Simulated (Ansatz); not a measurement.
```xyz
6

Al    0.0211   -0.5442   -0.2618
Cl    0.0215    0.0450    2.1963
Cl    1.8160    0.2914   -0.9271
Cl   -1.7886    0.2632   -0.9216
F     0.0373   -2.1268    0.2272
H     0.0379   -1.2247    2.4278
```

Theory: RKS r2SCANh/6-31G* in Ansatz.

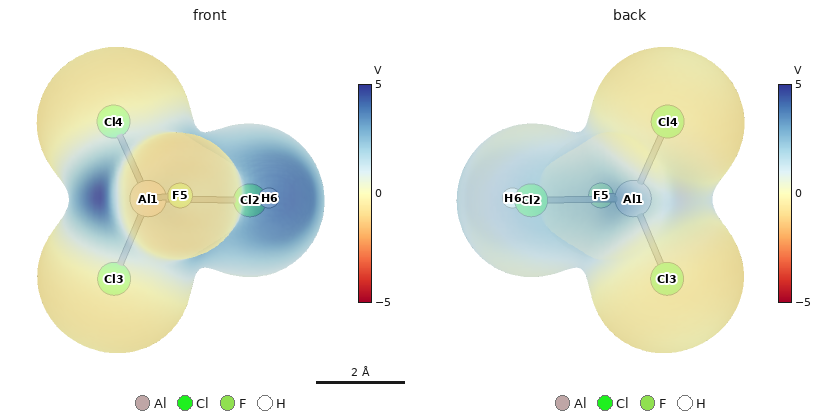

AlCl$_{3}$FH. The molecular electrostatic potential painted on the density surface at 0.004 e/bohr³, seen from the front and from behind; red is negative and blue positive.

### Where is the surface potential most negative and most positive?

The most negative region (about −1.0 V, or −23 kcal/mol for a unit charge) lies over F5, the most positive (about +4.3 V, or +99 kcal/mol for a unit charge) over Al1.
